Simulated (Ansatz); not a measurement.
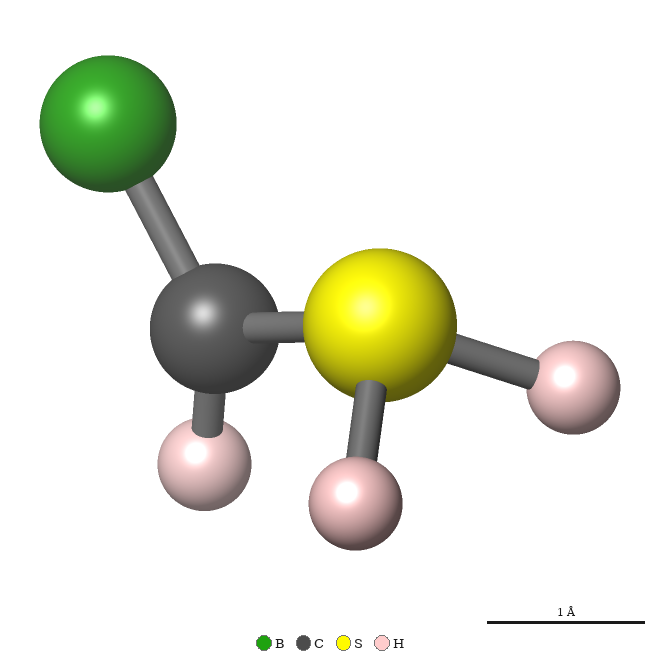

A ball-and-stick model of a molecule.

> Count the atoms of each element.

CH3BS, 6 atoms: 1 carbon, 3 hydrogen, 1 boron and 1 sulfur.

> How many bonds of each kind are drawn?

2 S–H, 1 C–B, 1 C–S, 1 C–H. Sticks follow a distance rule.

> How many sets of symmetry-equivalent atoms are there?

5: 1 B, 1 C, 1 S, 2 H, 1 H.

The parts below concern this one geometry. Atoms keep their numbers from picture to picture. The geometry was computed by an optimisation with PBE0-D4/def2-TZVP. No frequency run is at hand to confirm it as a minimum.

### Shape

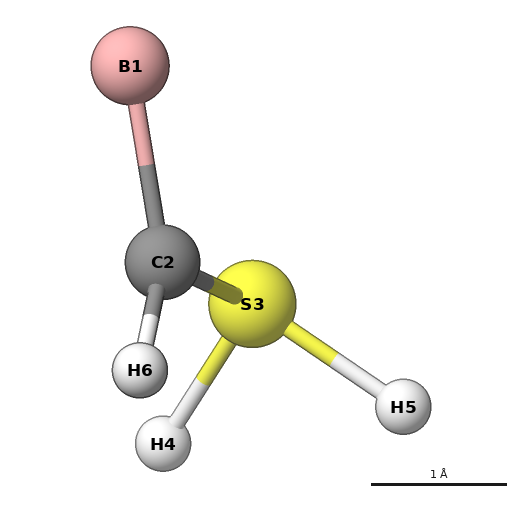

Numbered structure. No frequency run is at hand to confirm it as a minimum.

> What is the geometry at S3?

S3 has 3 neighbours (C2 at 1.68, H4 at 1.36, H5 at 1.36 Å); the arrangement is trigonal pyramidal.

> What is the geometry at C2?

C2 has 3 neighbours (B1 at 1.48, S3 at 1.68, H6 at 1.08 Å); the arrangement is trigonal planar.

### Electronic properties

No frequency run is at hand to confirm it as a minimum. Level of theory: RKS PBE0-D4/def2-TZVPP (Ansatz 0.2.0).

What does the calculation give?

- HOMO energy (Kohn–Sham orbital): −5.34 eV
- LUMO energy (Kohn–Sham orbital): −1.44 eV
- HOMO–LUMO gap: 3.90 eV

### Charges

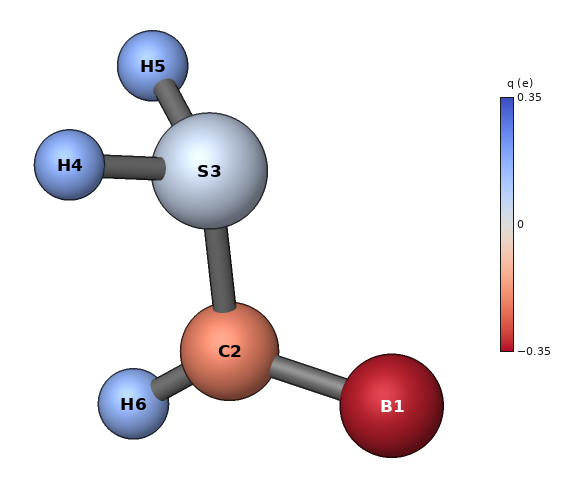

Atoms are coloured by their Mulliken charges. No frequency run is at hand to confirm it as a minimum. Level of theory: RKS PBE0-D4/def2-TZVP (Ansatz 0.2.0).

> Which atom carries the highest charge (most positive or least negative)?

H4, H5 (0.17 e).

> And the lowest?

B1 (−0.33 e).

Give the Mulliken charges atom by atom.

```json
{"atom": "B1", "value (e)": "−0.33"}
{"atom": "C2", "value (e)": "−0.21"}
{"atom": "S3", "value (e)": "0.05"}
{"atom": "H4", "value (e)": "0.17"}
{"atom": "H5", "value (e)": "0.17"}
{"atom": "H6", "value (e)": "0.16"}
```

### Dipole moment

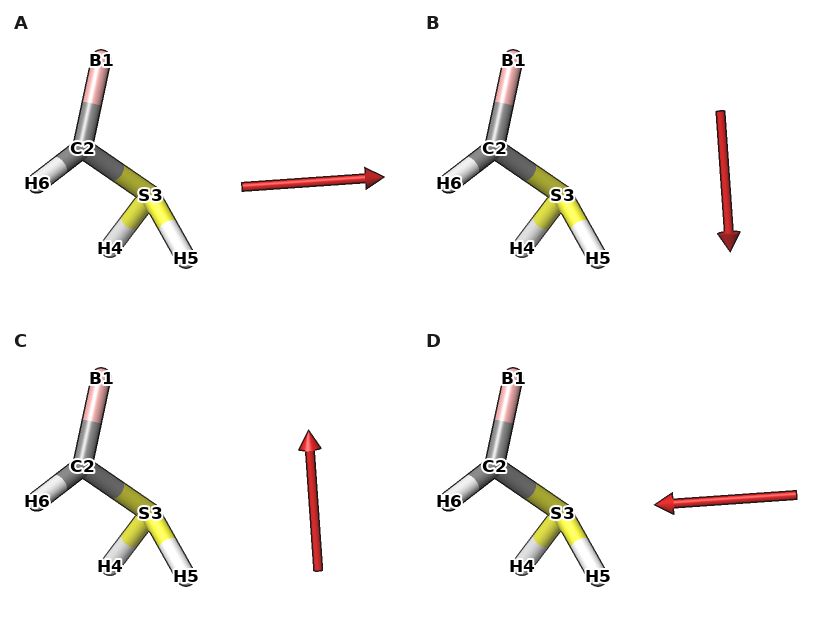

The same molecule four times, each with an arrow. No frequency run is at hand to confirm it as a minimum. Properties computed with RKS PBE0-D4/def2-TZVP (Ansatz 0.2.0).

> Which arrow points along the dipole moment, from the negative to the positive end?

B. The dipole moment is 6.50 D; it points from the side of B1 to the side of H4, H5 (the outermost atoms at the two ends).

Mulliken values depend strongly on the basis set and can even reverse the polarity of a bond.
